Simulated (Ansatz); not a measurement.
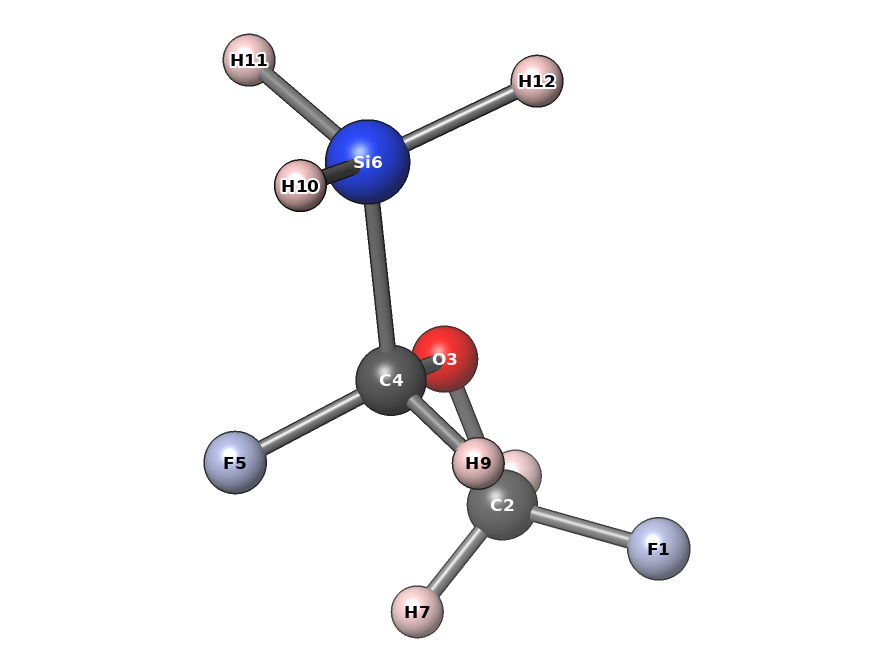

O3 lies behind C4. The molecule seen a little off the C4–O3 bond, C4 in front. Depth is shown by fading: the farther an atom, the more it takes the colour of the background. The geometry was computed by an optimisation with PBE0-D4/def2-TZVP. No frequency run is at hand to confirm it as a minimum.

### What is the torsion angle Si6–C4–O3–C2? The sign is positive where the front bond must turn clockwise to cover the back bond.

167°, antiperiplanar (anti).
